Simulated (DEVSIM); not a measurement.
Device: illuminated Si p-on-n cell, one wavelength, at 300 K.

```
layer (left to right)  material  thickness (μm)  Nd (cm⁻³)  Na (cm⁻³)  τn (s)  τp (s)  absorption coefficient (cm⁻¹)
---------------------  --------  --------------  ---------  ---------  ------  ------  -----------------------------
1                            Si          0.0960          -     1.5e18  2.2e-9  1.3e-7                          31000
2                            Si             390     4.3e16          -  2.2e-7  2.2e-7                          31000
```

Left contact: ohmic, minority electron recombination velocity 80000 cm/s. Right contact: ohmic, minority hole recombination velocity 20 cm/s. Voltage is applied to the left contact. Recombination: SRH at mid-gap, radiative, Auger. Gap narrowing is on: ΔEg = 6.92 meV × (l + √(l² + 0.5)), l = ln(N/1.3e17 cm⁻³), shared equally by both band edges. Light enters at the left, 1.6e17 photons cm⁻² s⁻¹, one pass, no reflection. Mobility is μmin + (μ − μmin)/(1 + (N/Nref)^α).

The device is made up for the run: typed textbook-type constants, with dimensions and the other settings drawn at random. Values at 300 K.

```csv
parameter,Si
gap (eV),1.124
affinity (eV),4.05
permittivity,11.7
Nc (cm⁻³),2.86e19
Nv (cm⁻³),3.1e19
μn (cm²/Vs),1417
μp (cm²/Vs),470
"μn,min",52
"μp,min",45
"Nref,n",9.7e16
"Nref,p",2.2e17
αn,0.68
αp,0.72
B (cm³/s),4.7e-15
Cn (cm⁶/s),2.8e-31
Cp (cm⁶/s),9.9e-32
```

Model (solved in DEVSIM): 1D drift-diffusion, Boltzmann statistics, complete ionisation; no tunnelling, impact ionisation, image-force lowering or self-heating.

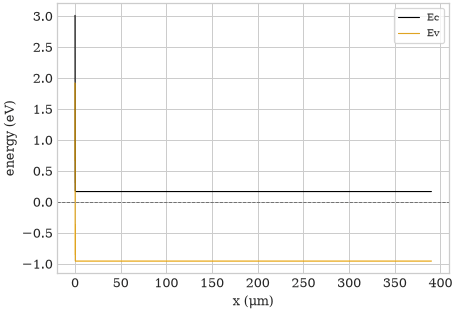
Figure. Band edges at -2.0 V on the left contact, in the dark

Energies count from the Fermi level of the right contact; mesh points crowd at the junctions.

```csv
x (μm),Ec (eV),Ev (eV),n (cm⁻³),p (cm⁻³),field (V/cm)
0.000,3.011,1.922,< 1e2,1.5e18,≈ 0
0.02729,3.011,1.922,< 1e2,1.5e18,≈ 0
0.06559,3.011,1.922,< 1e2,1.5e18,-82
0.09500,2.917,1.827,< 1e2,3.9e16,-180000
0.1473,2.026,0.904,620,5800,-160000
0.2567,0.715,-0.407,2.7e7,2200,-83000
0.5255,0.168,-0.955,4.3e16,< 1e2,≈ 0
1.615,0.168,-0.955,4.3e16,230,≈ 0
3.860,0.168,-0.955,4.3e16,610,≈ 0
9.369,0.168,-0.955,4.3e16,1300,≈ 0
23.84,0.168,-0.955,4.3e16,2300,≈ 0
77.72,0.168,-0.955,4.3e16,2800,≈ 0
190.7,0.168,-0.955,4.3e16,2900,≈ 0
307.4,0.168,-0.955,4.3e16,2900,≈ 0
365.8,0.168,-0.955,4.3e16,2900,≈ 0
380.2,0.168,-0.955,4.3e16,2900,≈ 0
386.1,0.168,-0.955,4.3e16,2900,≈ 0
388.5,0.168,-0.955,4.3e16,2900,≈ 0
389.6,0.168,-0.955,4.3e16,2900,≈ 0
389.9,0.168,-0.955,4.3e16,2900,≈ 0
390.0,0.168,-0.955,4.3e16,2900,≈ 0
390.1,0.168,-0.955,4.3e16,2900,≈ 0
```
